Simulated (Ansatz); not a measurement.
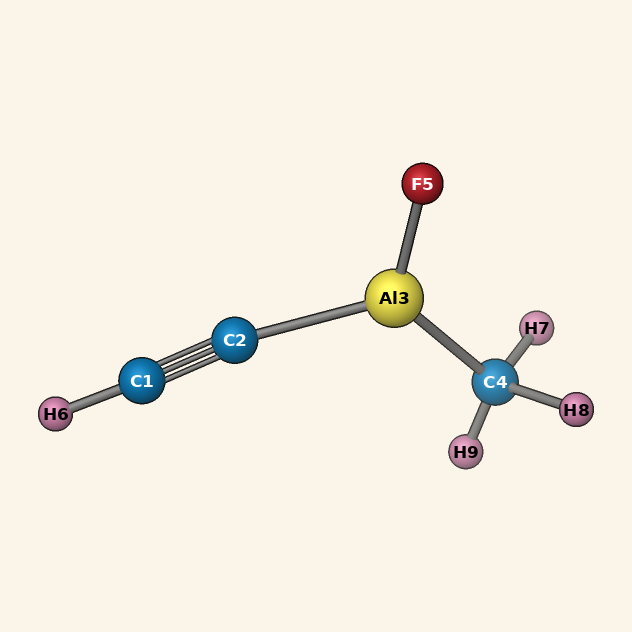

Figure made from data computed with Ansatz.

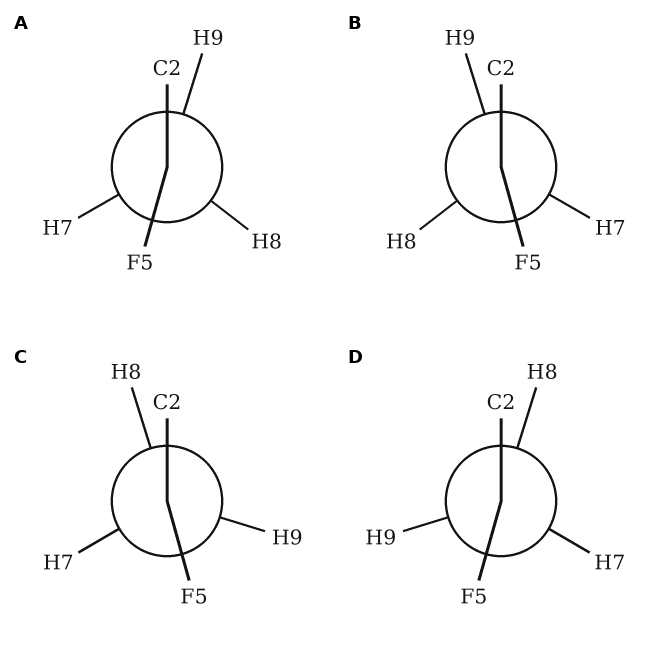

Atoms fade into the background with distance from the viewer. Bonds that would overlap in a projection are set slightly apart. Geometry: atoms displaced at random (about 0.12 Å) from a stationary point of PBE0-D4.

Q: Which Newman projection shows the view along Al3–C4, with Al3 in front?

A: B. The torsion angle F5–Al3–C4–H7 is −45°, synclinal (gauche).
